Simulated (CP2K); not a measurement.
# GaBr (SMILES [Ga][Br]) at 3 levels

Aim: a comparison of 3 runs (HF/3-21G, PM3, PM6) of GaBr. 

Program for the calculation: CP2K 2026.2.

6 further runs of the same task are left out: 3 that didn't finish, 3 set aside as unsound or not needed.

### 1 Starting point

The species is GaBr (2 atoms), meant as a singlet with charge 0. SMILES: `[Ga][Br]`. The Ga1–Br2 distance was set to 2.730 Å, away from the relaxed value.

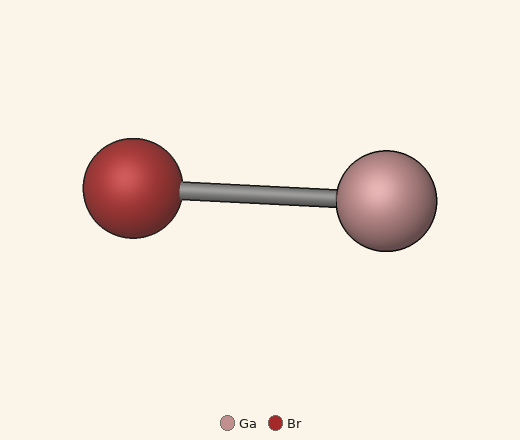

The structure, seen from a chosen angle (gallium pink, bromine red).

### 2 The energy at HF/3-21G (run 1)

Input file mol.inp:

```
&force_eval
    method QS
    &dft
        basis_set_file_name ./3_21g.basis
        potential_file_name POTENTIAL
        charge 0
        multiplicity 1
        &qs
            method GAPW
            eps_default 1.0E-10
        &end qs
        &mgrid
            cutoff 280
            rel_cutoff 50
            ngrids 4
        &end mgrid
        &poisson
            periodic NONE
            poisson_solver MULTIPOLE
        &end poisson
        &scf
            scf_guess ATOMIC
            eps_scf 1.0E-07
            max_scf 80
            added_mos 10
            &diagonalization
                algorithm STANDARD
            &end diagonalization
            &mixing
                method DIRECT_P_MIXING
                alpha 0.4
            &end mixing
        &end scf
        &xc
            &xc_functional NONE
            &end xc_functional
            &hf
                fraction 1
                &screening
                    eps_schwarz 1.0E-10
                    screen_on_initial_p F
                &end screening
                &interaction_potential
                    potential_type COULOMB
                &end interaction_potential
                &memory
                    max_memory 1050
                &end memory
            &end hf
        &end xc
        &print
            &moments
                periodic F
                reference COM
                max_moment 1
            &end moments
            &mo ON
                energies T
                occupation_numbers T
                ndigits 6
                &each
                    qs_scf 0
                &end each
                add_last NUMERIC
            &end mo
            &lowdin ON
            &end lowdin
            &hirshfeld OFF
            &end hirshfeld
        &end print
    &end dft
    &subsys
        &cell
            abc [angstrom] 7 7 9.7
            periodic NONE
        &end cell
        &coord
            Ga     3.500000     3.500000     3.484800
            Br     3.500000     3.500000     6.215200
        &end coord
        &kind Ga
            basis_set 3-21G
            potential ALL
            lebedev_grid 194
            radial_grid 100
        &end kind
        &kind Br
            basis_set 3-21G
            potential ALL
            lebedev_grid 194
            radial_grid 100
        &end kind
    &end subsys
&end force_eval

&global
    project mol
    run_type ENERGY
    print_level MEDIUM
&end global
```

The run is started by

```bash
$ OMP_NUM_THREADS=1 cp2k.psmp -i mol.inp -o mol.out
```

The log of the run:

```text
CP2K| version string:                                       CP2K version 2026.2
[...]
 GLOBAL| Method name                                                        CP2K
[...]
 GLOBAL| Run type                                                         ENERGY
[...]
 DFT| Spin restricted Kohn-Sham (RKS) calculation                            RKS
 DFT| Multiplicity                                                             1
[...]
 DFT| Charge                                                                   0
[...]
 QS| Method:                                                                GAPW
[...]
 QS| Density cutoff [a.u.]:                                                140.0
[...]
 QS| Relative density cutoff [a.u.]:                                        25.0
[...]
                             - Atoms:                                          2
[...]
                             - Spherical basis functions:                     44
[...]
 Number of electrons:                                                         66
[...]
     1 P_Mix/Diag. 0.40E+00    1.3     0.17608940     -4473.6946006504 -4.47E+03
[...]
    17 DIIS/Diag.  0.82E-07    0.1     0.00000003     -4473.9308899771  9.09E-13
  *** SCF run converged in    17 steps ***
[...]
  Overlap energy of the core charge distribution:               0.00000000003581
  Self energy of the core charge distribution:              -1244.38345391681150
  Core Hamiltonian energy:                                  -3540.40196662511516
  Hartree energy:                                             111.82494536603602
  Exchange-correlation energy:                                  0.00000000000000
  Hartree-Fock Exchange energy:                              -163.29948659216407
[...]
                     Mulliken Population Analysis
 #  Atom  Element  Kind  Atomic population                           Net charge
       1     Ga       1         30.438632                              0.561368
       2     Br       2         35.561368                             -0.561368
 # Total charge                             66.000000                 -0.000000
[...]
  Dipole moment [Debye]
    X= -0.1892358E-08 Y= -0.1892444E-08 Z= -0.5427500E+01  Total=      5.4274997
 ENERGY| Total FORCE_EVAL ( QS ) energy [hartree]          -4473.930889977144943
[...]
```

Run time: 3.6 s. Hardware: 1 thread of Arm Neoverse V2, shared host; peak memory 0.32 GiB.

### 3 The energy at PM3 (run 2)

Input file qs.inp:

```
&GLOBAL
  PROJECT_NAME qs
  RUN_TYPE ENERGY
  PRINT_LEVEL MEDIUM
&END GLOBAL

&FORCE_EVAL
  METHOD Quickstep
  &DFT
    CHARGE 0
    MULTIPLICITY 1
    &QS
      METHOD PM3
      EPS_DEFAULT 1.0E-10
      &SE
        &COULOMB
          CUTOFF [angstrom] 50
          RC_RANGE [angstrom] 0
        &END COULOMB
        &EXCHANGE
          CUTOFF [angstrom] 50
          RC_RANGE [angstrom] 0
        &END EXCHANGE
      &END SE
    &END QS
    &POISSON
      PERIODIC NONE
      POISSON_SOLVER ANALYTIC
    &END POISSON
    &SCF
      SCF_GUESS ATOMIC
      EPS_SCF 1.0E-07
      MAX_SCF 50
      &OT ON
        MINIMIZER DIIS
        PRECONDITIONER FULL_ALL
      &END OT
      &OUTER_SCF
        EPS_SCF 1.0E-07
        MAX_SCF 10
      &END OUTER_SCF
    &END SCF
    &PRINT
      &MOMENTS
        PERIODIC F
        REFERENCE COM
        MAX_MOMENT 1
      &END MOMENTS
      &MO_CUBES
        NLUMO 3
        NHOMO -1
        WRITE_CUBE F
      &END MO_CUBES
      &HIRSHFELD OFF
      &END HIRSHFELD
    &END PRINT
  &END DFT
  &SUBSYS
    &CELL
      ABC [angstrom] 10 10 12.7
      PERIODIC NONE
    &END CELL
    &COORD
      Ga     0.000000     0.000000    -0.342280
      Br     0.000000     0.000000     2.388120
    &END COORD
    &TOPOLOGY
      &CENTER_COORDINATES
      &END CENTER_COORDINATES
    &END TOPOLOGY
  &END SUBSYS
&END FORCE_EVAL
```

The run is started by

```bash
$ OMP_NUM_THREADS=1 cp2k.psmp -i qs.inp -o qs.out
```

The log of the run:

```text
CP2K| version string:                                       CP2K version 2026.2
[...]
 GLOBAL| Method name                                                        CP2K
[...]
 GLOBAL| Run type                                                         ENERGY
[...]
                             - Atoms:                                          2
[...]
                             - Spherical basis functions:                      8
[...]
 Number of electrons:                                                         10
[...]
     1 OT DIIS     0.15E+00    0.0     0.16470645       -14.7759497829 -1.48E+01
[...]
    28 OT DIIS     0.15E+00    0.0     0.00000009       -15.2373022045 -4.94E-13
  *** SCF run converged in    28 steps ***
  Core-core repulsion energy [eV]:                            100.06554584748356
  Core Hamiltonian energy [eV]:                              -716.95019685163948
  Two-electron integral energy [eV]:                          404.51314355912626
  Electronic energy [eV]:                                    -514.69362507207643
  Total energy [eV]:                                         -414.62807922459280
  Atomic reference energy [eV]:                               413.86349024804952
  Heat of formation [kcal/mol]:                               -17.63184206228639
[...]
 SE_DIPOLE| Moment [Debye]         -0.00000072      -0.00000007       8.57243049
 SE_DIPOLE| Derivative [a.u.]       0.00000000       0.00000000       0.00000000
 *** WARNING in qs_scf_post_se.F:140 :: Printing of MO cube files not ***
 *** implemented for Semi-Empirical method.                           ***
 ENERGY| Total FORCE_EVAL ( QS ) energy [hartree]            -15.237302204485001
[...]
```

Run time: 0.36 s. Hardware: 1 thread of Arm Neoverse V2, shared host.

### 4 The energy at PM6 (run 3)

Input file qs.inp:

```
&global
  project_name qs
  run_type ENERGY
  print_level MEDIUM
&end

&force_eval
  method Quickstep
  &dft
    &qs
      method PM6
      eps_default 1.0E-10
      &se
        &coulomb
          cutoff [angstrom] 50
          rc_range [angstrom] 0
        &end
        &exchange
          cutoff [angstrom] 50
          rc_range [angstrom] 0
        &end
      &end
    &end
    &poisson
      periodic NONE
      poisson_solver ANALYTIC
    &end
    &scf
      scf_guess ATOMIC
      eps_scf 1.0E-07
      max_scf 100
      &diagonalization
        algorithm STANDARD
      &end
      &mixing
        method DIRECT_P_MIXING
        alpha 0.4
      &end
    &end
    &print
      &moments
        periodic F
        reference COM
        max_moment 1
      &end
      &mo ON
        energies T
        occupation_numbers T
        ndigits 6
        &each
          qs_scf 0
        &end
        add_last NUMERIC
      &end
      &hirshfeld OFF
      &end
    &end
  &end
  &subsys
    &cell
      abc 16 16 18.7
      periodic NONE
    &end
    &coord
      SCALED T
      Ga   0.50000000   0.50000000   0.42699465
      Br   0.50000000   0.50000000   0.57300535
    &end
  &end
&end
```

The run is started by

```bash
$ OMP_NUM_THREADS=1 cp2k.psmp qs.inp > qs.out
```

The log of the run:

```text
CP2K| version string:                                       CP2K version 2026.2
[...]
 GLOBAL| Method name                                                        CP2K
[...]
 GLOBAL| Run type                                                         ENERGY
[...]
                             - Atoms:                                          2
[...]
                             - Spherical basis functions:                     13
[...]
 Number of electrons:                                                         10
[...]
     1 P_Mix/Diag. 0.40E+00    0.0     1.24440399        -9.6108740430 -9.61E+00
[...]
    18 DIIS/Diag.  0.72E-07    0.0     0.00000009       -10.5792590653 -1.78E-15
  *** SCF run converged in    18 steps ***
  Core-core repulsion energy [eV]:                             96.22962004598975
  Core Hamiltonian energy [eV]:                              -444.57809833358857
  Two-electron integral energy [eV]:                          120.94439788738460
  Electronic energy [eV]:                                    -384.10589938989625
  Total energy [eV]:                                         -287.87627934390656
  Atomic reference energy [eV]:                               288.14309324804964
  Heat of formation [kcal/mol]:                                 6.15287528619904
[...]
 SE_DIPOLE| Moment [Debye]         -0.00000000       0.00000000       5.30404309
 SE_DIPOLE| Derivative [a.u.]       0.00000000       0.00000000       0.00000000
 ENERGY| Total FORCE_EVAL ( QS ) energy [hartree]            -10.579259065302766
[...]
```

Run time: 0.22 s. Hardware: 1 thread of Arm Neoverse V2, shared host.

### 5 The series

```csv
run,level,scheme,iteration cap,energy (Eh),dipole moment (D),HOMO energy (eV),wall time
1,HF/3-21G,GAPW,80,-4473.930890,5.43,-8.88,3.6 s
2,PM3,–,50,-15.237302,8.57,–,0.36 s
3,PM6,–,100,-10.579259,5.30,-9.95,0.22 s
```

### 6 Results

```
                quantity         value
     run 3: total energy  -10.57926 Eh
    run 3: dipole moment        5.30 D
      run 3: HOMO energy      -9.95 eV
run 3: heat of formation  6.2 kcal/mol
```

In words: The dipole moment (its size) runs from 5.30 D (PM6) to 8.57 D (PM3). Force-field and semi-empirical energies have zeros of their own, so their totals don't compare. All runs together took 4.2 s, the longest 3.6 s.
